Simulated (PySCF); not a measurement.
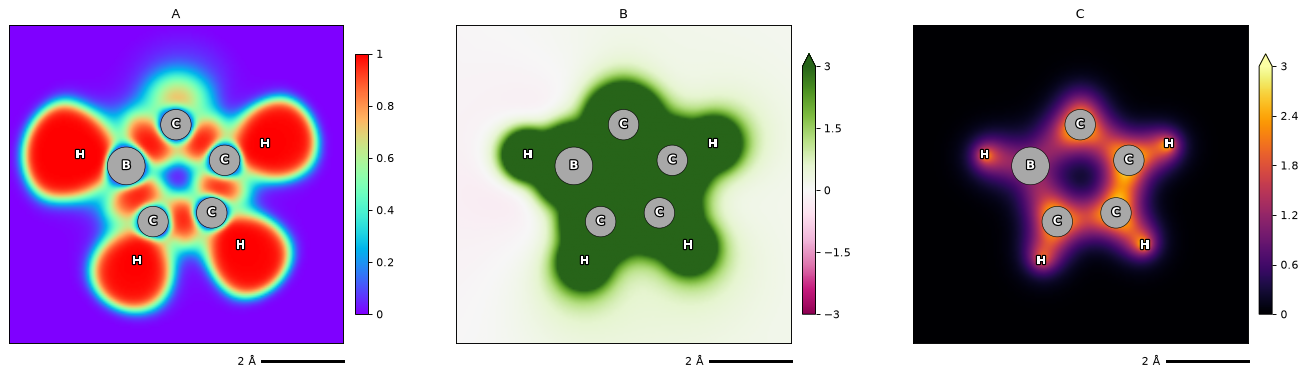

C4H7AlBCl: 3 fields on the plane of atoms B4, C5 and C6, with unlabelled colour scales. Grey discs cover the atomic cores.

Geometry: GFN2-xTB.

These are results of PySCF 2.14.0, PBE0/pcSseg-1, SCF density, gas phase, non-relativistic, not measurements.

```xyz
14

Cl    3.2818    0.7488   -1.5455
Al    1.7223   -0.0031   -0.4919
C     0.2804    1.1105    0.4953
B    -0.4552    0.8649   -0.8273
C    -1.2159   -0.5194   -0.5941
C    -0.9391   -0.8513    0.8350
C    -0.1558    0.0582    1.4275
H     1.6906   -1.5118   -0.2039
H     0.6546    2.0465    0.9096
H    -0.4889    1.5363   -1.7894
H    -2.2906   -0.4856   -0.7846
H    -0.8426   -1.3255   -1.2415
H    -1.3697   -1.7131    1.3189
H     0.1273    0.0442    2.4696
```

Q: Match the panels to the quantities (electron density, electron localisation function and electrostatic potential).

A: Panel A: electron localisation function. Panel B: electrostatic potential (strongly positive close to the atoms and fading to about zero outside). Panel C: electron density. From the grid: C–C (1.34 Å): ρ is about 2.3 e/Å³ halfway; the ELF peaks at about 0.95 between the atoms (a multiple bond). C–B (1.53 Å): the density is about 1.4 e/Å³ at the midpoint; the ELF peaks at about 0.95 between the atoms, as expected for localised, covalent bonding.
